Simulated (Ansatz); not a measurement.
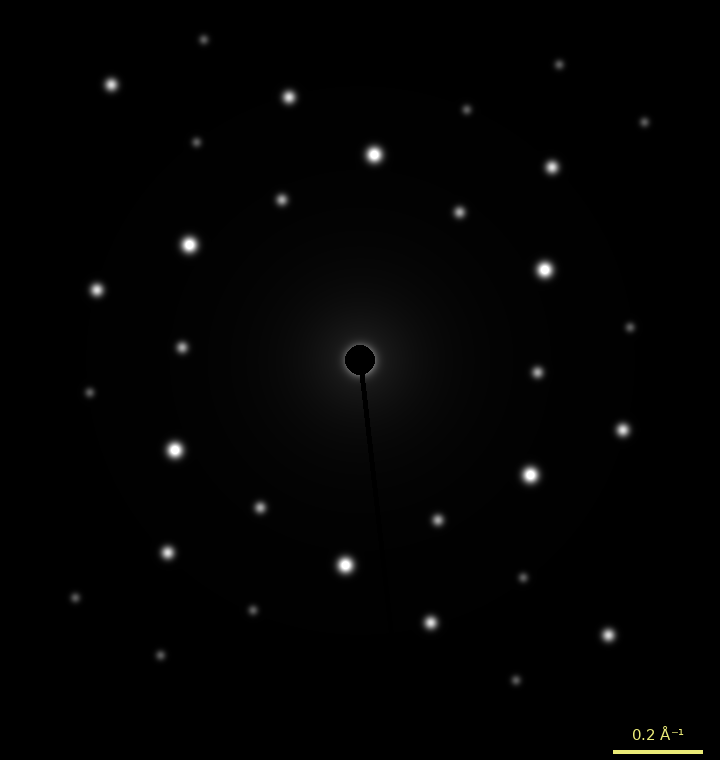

Computed electron diffraction pattern, 120 kV, single scattering only, B = 1 Å².

What net do the spots form, and what spacings does it show?

Answer. The spots form a hexagonal net with both shortest vectors at d = 4.31 Å, 60.0° apart.

What is the point symmetry of the pattern, intensities included?

Answer. 6. Such a pattern arises along the three- or sixfold axis of a trigonal, hexagonal or cubic crystal.

What was simulated?

Answer. This cannot be fixed from one zone alone; the pattern is [111] of N, space group Pa-3 (No. 205), a = 6.097 Å. The net vectors are 1 0 -1 (itself extinct) and 0 1 -1 (itself extinct). Structure: the input geometry of an electronic-structure calculation (not necessarily at equilibrium).
